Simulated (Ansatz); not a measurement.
BSiH₇O₂: nudged elastic band (part 2 of 2)

Continued. System: BSiH₇O₂. Method: RKS B3LYP-D4/6-31G* (Ansatz 0.2.0). It belongs to a series of runs on one base structure; here: band between the two ends.

Geometry of the input (Å):
```
B  -0.4795  -0.6949  0.0238
O  -0.1168  -1.6278  0.9554
H  -0.8747  -2.1310  1.2819
O  0.4806  0.1002  -0.5274
H  1.3567  -0.1138  -0.1661
H  -1.6099  -0.5424  -0.3370
Si 0.5104  2.9544  1.0850
H  0.5902  4.2189  1.8672
H  1.6180  2.9343  0.0968
H  -0.8028  2.8929  0.3983
H  0.6518  1.8120  2.0250
```

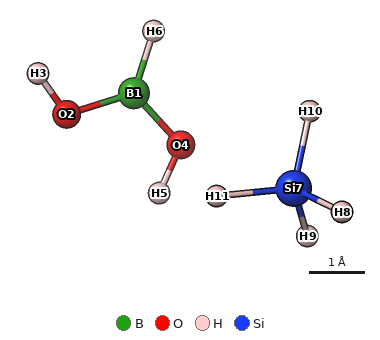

**Figure 1.** The starting structure (ball-and-stick view, seen at a tilt; atoms are numbered from 1 in the order of the input).

Log, continued
```
NEB iter  52: max|band force component| = 6.483e-2 eV/Å  barrier→ = 2.8954 eV  barrier← = 1.1702 eV  CI = image 4  Δτ_max = 0.0805 Å  (164 SCF iters)
NEB iter  53: max|band force component| = 6.116e-2 eV/Å  barrier→ = 2.8954 eV  barrier← = 1.1702 eV  CI = image 4  Δτ_max = 0.1608 Å  (160 SCF iters)
NEB iter  54: max|band force component| = 8.082e-2 eV/Å  barrier→ = 2.8954 eV  barrier← = 1.1702 eV  CI = image 4  Δτ_max = 0.1608 Å  (157 SCF iters)
NEB iter  55: max|band force component| = 9.142e-2 eV/Å  barrier→ = 2.8954 eV  barrier← = 1.1702 eV  CI = image 4  Δτ_max = 0.0805 Å  (156 SCF iters)
NEB iter  56: max|band force component| = 9.750e-2 eV/Å  barrier→ = 2.8954 eV  barrier← = 1.1702 eV  CI = image 4  Δτ_max = 0.0404 Å  (156 SCF iters)
NEB iter  57: max|band force component| = 8.583e-2 eV/Å  barrier→ = 2.8954 eV  barrier← = 1.1702 eV  CI = image 4  Δτ_max = 0.0403 Å  (158 SCF iters)
NEB iter  58: max|band force component| = 9.569e-2 eV/Å  barrier→ = 2.8954 eV  barrier← = 1.1702 eV  CI = image 4  Δτ_max = 0.0201 Å  (155 SCF iters)
NEB iter  59: max|band force component| = 5.290e-2 eV/Å  barrier→ = 2.8954 eV  barrier← = 1.1702 eV  CI = image 4  Δτ_max = 0.0201 Å  (159 SCF iters)
the calculation of the forces begins
reference -12762.49449756 eV, -469.0130220559 hartree; 21, 21 occupied and 57, 57 virtual orbitals, 851 factors
850 factors; integrals over basis functions are off by at most 7.1e-4 eV
mean field evaluation 2880: about -12761.1679 eV, gradient 8.6e0 eV
mean field -12761.36110569 eV, -468.9713706729 hartree, gradient 1.4e-5 eV, S^2 0.000000; 1 other end points of the search recorded, 0 dependent functions left out
the calculation of the forces begins
reference -12761.36134233 eV, -468.9713793694 hartree; 21, 21 occupied and 57, 57 virtual orbitals, 850 factors
NEB iter  60: max|band force component| = 3.925e-2 eV/Å  barrier→ = 2.8954 eV  barrier← = 1.1702 eV  CI = image 4  Δτ_max = 0.0000 Å  (336 SCF iters)
```

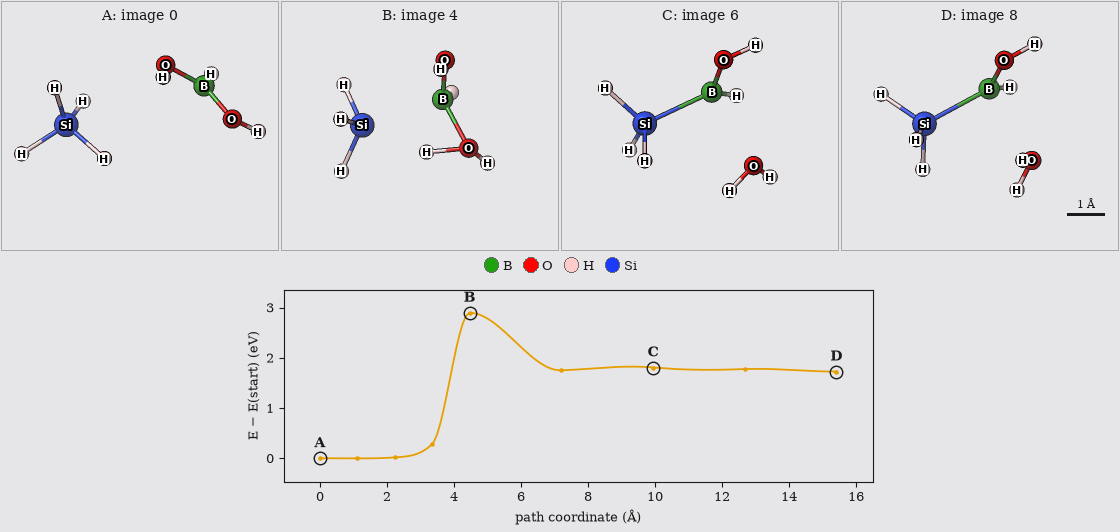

**Figure 2.** Images of the last band (counted from 0; ball-and-stick, seen at a tilt) above the energy along the path; the line is a cubic interpolation that uses the forces. The highest image is number 4, 2.895 eV above the start and 1.170 eV above the end (the climbing image); the end lies 1.725 eV above the start. The path is 15.41 Å long. The band converged in 60 iterations.

```
Total energy: -12761.65607227 eV, -468.9822104948 hartree
Atom 0 at    -0.266983     0.149423     0.162064 Å, force    -0.000027     0.000002     0.000040 eV/Å
Atom 1 at     0.295505    -0.661395     1.439081 Å, force    -0.000006    -0.000002    -0.000017 eV/Å
Atom 2 at    -0.453252    -1.055161     1.923522 Å, force     0.000024     0.000045    -0.000005 eV/Å
Atom 3 at     0.455546    -0.051314    -0.993973 Å, force     0.000116    -0.000001     0.000010 eV/Å
Atom 4 at     1.410817    -0.090608    -0.842156 Å, force    -0.000103    -0.000001    -0.000002 eV/Å
Atom 5 at    -1.458459     0.104796     0.088809 Å, force     0.000019     0.000002     0.000009 eV/Å
Atom 6 at     0.211526     2.310823     0.848020 Å, force     0.000000     0.000001     0.000006 eV/Å
Atom 7 at    -0.130227     2.955991     2.155780 Å, force    -0.000003     0.000001     0.000001 eV/Å
Atom 8 at     1.629901     2.664972     0.539232 Å, force    -0.000000    -0.000001     0.000002 eV/Å
Atom 9 at    -0.649648     2.958530    -0.178716 Å, force    -0.000001     0.000002    -0.000004 eV/Å
Atom 10 at     0.279073     0.516744     1.561136 Å, force    -0.000019    -0.000047    -0.000041 eV/Å
Dipole moment:     0.034125    -0.338281     0.428008 e Å
this run last wrote the band of iteration 60 to [file]; this run last wrote the band within `neb.f_tol` of iteration 26 to [file]
```

The last band as extended XYZ (Å, eV, eV/Å)
```
11
Properties=species:S:1:pos:R:3:forces:R:3 image=0 energy=-12764.55119
B    -0.4795   -0.6949    0.0238    0.0137   0.0036  -0.0138
O    -0.1168   -1.6278    0.9554   -0.0055   0.0101  -0.0039
H    -0.8747   -2.1310    1.2819    0.0018  -0.0001  -0.0069
O     0.4806    0.1002   -0.5274   -0.0066  -0.0228   0.0256
H     1.3567   -0.1138   -0.1661   -0.0060   0.0064  -0.0088
H    -1.6099   -0.5424   -0.3370    0.0027   0.0008   0.0084
Si    0.5104    2.9544    1.0850   -0.0026   0.0088   0.0021
H     0.5902    4.2189    1.8672    0.0002   0.0012   0.0004
H     1.6180    2.9343    0.0968    0.0015  -0.0041  -0.0019
H    -0.8028    2.8929    0.3983    0.0023  -0.0041   0.0006
H     0.6518    1.8120    2.0250   -0.0015   0.0003  -0.0018
11
Properties=species:S:1:pos:R:3:forces:R:3 image=1 energy=-12764.55432
B    -0.4706   -0.6963    0.0689   -0.0007  -0.0010  -0.0008
O     0.0986   -1.5888    0.9340    0.0033  -0.0003  -0.0008
H    -0.5626   -2.1300    1.3857   -0.0010  -0.0018  -0.0010
O     0.3316    0.1437   -0.6427   -0.0004   0.0008   0.0008
H     1.2684   -0.0078   -0.4357   -0.0010   0.0002  -0.0001
H    -1.6527   -0.6170   -0.0966   -0.0005  -0.0004   0.0022
Si    0.4574    2.9328    1.0885    0.0001   0.0005  -0.0002
H     0.6118    4.1721    1.8991    0.0005   0.0007  -0.0005
H     1.7693    2.6051    0.4723    0.0005  -0.0009   0.0012
H    -0.5656    3.1604    0.0401    0.0010   0.0011  -0.0012
H     0.0382    1.8285    1.9892   -0.0019   0.0011   0.0002
11
Properties=species:S:1:pos:R:3:forces:R:3 image=2 energy=-12764.53400
B    -0.3905   -0.5593    0.0420   -0.0015  -0.0073  -0.0011
O     0.1358   -1.2980    1.0656   -0.0024  -0.0126  -0.0058
H    -0.5445   -1.5973    1.6833   -0.0012  -0.0220  -0.0086
O     0.4448   -0.0257   -0.8921    0.0001  -0.0011   0.0027
H     1.3699   -0.2526   -0.7024   -0.0005   0.0021   0.0039
H    -1.5629   -0.3517   -0.0721   -0.0031  -0.0177  -0.0064
Si    0.3727    2.7752    1.1070    0.0017   0.0112   0.0038
H     0.2765    3.9030    2.0721    0.0130   0.0239  -0.0054
H     1.7414    2.7392    0.5306    0.0006  -0.0001  -0.0021
H    -0.6308    2.9601    0.0310   -0.0015   0.0064   0.0055
H     0.1114    1.5100    1.8377   -0.0052   0.0171   0.0135
11
Properties=species:S:1:pos:R:3:forces:R:3 image=3 energy=-12764.26683
B    -0.3451   -0.3387    0.1079   -0.0432  -0.3356  -0.0419
O     0.1885   -1.0409    1.1612   -0.0627  -0.2634  -0.1972
H    -0.4533   -1.1449    1.8775    0.0128  -0.0736  -0.0433
O     0.4379   -0.0136   -0.9596    0.0058   0.0352   0.0213
H     1.3656   -0.2612   -0.8186   -0.0131  -0.0979   0.0180
H    -1.4944   -0.0106    0.0648   -0.0142  -0.0940  -0.0287
Si    0.3190    2.5246    1.0333    0.0580   0.1467   0.1343
H    -0.0017    3.3750    2.2022    0.0591   0.2792   0.0398
H     1.7062    2.7536    0.5568    0.0349   0.0771   0.0279
H    -0.6319    2.8227   -0.0679   -0.0048  -0.0975   0.0813
H     0.2331    1.1369    1.5451   -0.0328   0.4239  -0.0115
11
Properties=species:S:1:pos:R:3:forces:R:3 image=4 energy=-12761.65584
B    -0.2670    0.1494    0.1621    0.0000   0.0000   0.0000
O     0.2955   -0.6614    1.4391    0.0000   0.0000   0.0000
H    -0.4533   -1.0552    1.9235    0.0000   0.0000   0.0000
O     0.4555   -0.0513   -0.9940    0.0001   0.0000   0.0000
H     1.4108   -0.0906   -0.8422   -0.0001   0.0000   0.0000
H    -1.4585    0.1048    0.0888    0.0000   0.0000   0.0000
Si    0.2115    2.3108    0.8480    0.0000   0.0000   0.0000
H    -0.1302    2.9560    2.1558    0.0000   0.0000   0.0000
H     1.6299    2.6650    0.5392    0.0000   0.0000   0.0000
H    -0.6496    2.9585   -0.1787    0.0000   0.0000   0.0000
H     0.2791    0.5167    1.5611    0.0000   0.0000   0.0000
11
Properties=species:S:1:pos:R:3:forces:R:3 image=5 energy=-12762.80079
B    -0.4456    0.5555    0.0123    0.0283  -0.0131   0.0021
O     0.3839   -0.3347    2.0945    0.0007  -0.0077  -0.0192
H     0.8796   -0.9485    1.5279   -0.0219   0.0017   0.0018
O     0.3259   -0.2654   -0.7761   -0.0014   0.0057  -0.0078
H     1.1625    0.1461   -1.0398    0.0055  -0.0116   0.0136
H    -1.5391    0.1238    0.2508   -0.0010  -0.0093  -0.0038
Si    0.1109    2.4530    0.4837    0.0036   0.0014   0.0112
H    -0.6685    3.0242    1.6167    0.0116   0.0003   0.0153
H     1.5616    2.5031    0.8446    0.0011   0.0110  -0.0106
H    -0.0491    3.3886   -0.6754   -0.0229  -0.0190   0.0124
H    -0.3981   -0.8429    2.3638   -0.0034   0.0407  -0.0151
11
Properties=species:S:1:pos:R:3:forces:R:3 image=6 energy=-12762.74481
B    -0.2066    0.4914   -0.1796    0.0031   0.0025  -0.0061
O     0.7667   -0.4217    1.8613   -0.0118  -0.0219  -0.0193
H     0.0371   -0.9204    2.2592   -0.0401   0.0306   0.0220
O     0.7434    0.1828   -1.1054    0.0323   0.0191  -0.0026
H     0.6717   -0.7282   -1.4262   -0.0182  -0.0370   0.0085
H    -1.1209   -0.2637    0.0357    0.0105  -0.0013  -0.0220
Si   -0.1524    2.3964    0.5328    0.0093  -0.0078   0.0087
H    -1.3782    2.7626    1.3074    0.0235  -0.0032   0.0051
H     1.0011    2.5767    1.4740   -0.0267   0.0121   0.0103
H     0.0224    3.4228   -0.5376   -0.0272  -0.0005   0.0139
H     0.9395    0.3040    2.4813    0.0453   0.0073  -0.0187
11
Properties=species:S:1:pos:R:3:forces:R:3 image=7 energy=-12762.77599
B     0.0039    0.4903   -0.2257   -0.0063  -0.0051   0.0005
O     0.1173   -0.5776    1.8663   -0.0124  -0.0086  -0.0069
H    -0.5837   -0.1687    2.3986    0.0259   0.0091   0.0059
O     1.2197    0.0842   -0.7019   -0.0006   0.0025  -0.0036
H     1.1748   -0.8093   -1.0754   -0.0063   0.0001  -0.0012
H    -0.9904   -0.1443   -0.4575    0.0031  -0.0023   0.0021
Si   -0.1066    2.3928    0.4990   -0.0036   0.0042   0.0004
H    -0.4437    2.4065    1.9616   -0.0171   0.0011  -0.0084
H     1.1697    3.1562    0.3646   -0.0029  -0.0077   0.0173
H    -1.1788    3.1961   -0.1624    0.0143   0.0027  -0.0069
H     0.9417   -0.2234    2.2357    0.0060   0.0041   0.0009
11
Properties=species:S:1:pos:R:3:forces:R:3 image=8 energy=-12762.82599
B     0.2365    0.5190   -0.3061   -0.0001   0.0056  -0.0090
O    -0.4098   -0.4984    1.7465    0.0007   0.0086   0.0126
H    -1.1254   -0.0152    2.1902    0.0062  -0.0062  -0.0069
O     1.5028    0.0016   -0.3372   -0.0037  -0.0049   0.0043
H     1.5247   -0.8603   -0.7805    0.0006   0.0019  -0.0004
H    -0.6537   -0.0166   -0.9104    0.0019  -0.0010   0.0038
Si    0.0186    2.3599    0.5214   -0.0003  -0.0033   0.0022
H     0.9592    2.5684    1.6668    0.0000   0.0015  -0.0011
H     0.2399    3.4885   -0.4323   -0.0010  -0.0007   0.0020
H    -1.3561    2.5444    1.0845    0.0009   0.0017  -0.0016
H     0.3871   -0.2886    2.2598   -0.0053  -0.0032  -0.0058
```

Summary

```csv
quantity,value
outcome,converged
"barrier, forward",2.895 eV
"barrier, backward",1.170 eV
hardware,"2 threads of Arm Neoverse V2, 24 GiB of memory available, shared host"
wall time,10 min (CPU time 20 min)
peak memory,0.16 GiB
```

Notes

The order of the saddle point was not checked.
